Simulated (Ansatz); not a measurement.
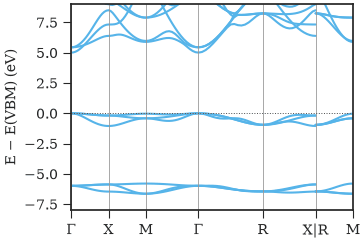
Band structure from PBE (plane waves, PAW; program Ansatz)

Q: Read off the gap and where the band edges lie.

A: About 5.0 eV (5.01 eV by a search for the band edges); maximum at Γ, minimum at Γ.

The material is CsCl (CsCl type, space group No. 221).

Space group Pm-3m (CsCl type). The PBE relaxation kept the symmetry of its start. Scalar-relativistic: spin–orbit coupling is off unless named, which matters more the heavier the elements.

Potentials: the later of the program's two PAW sets.
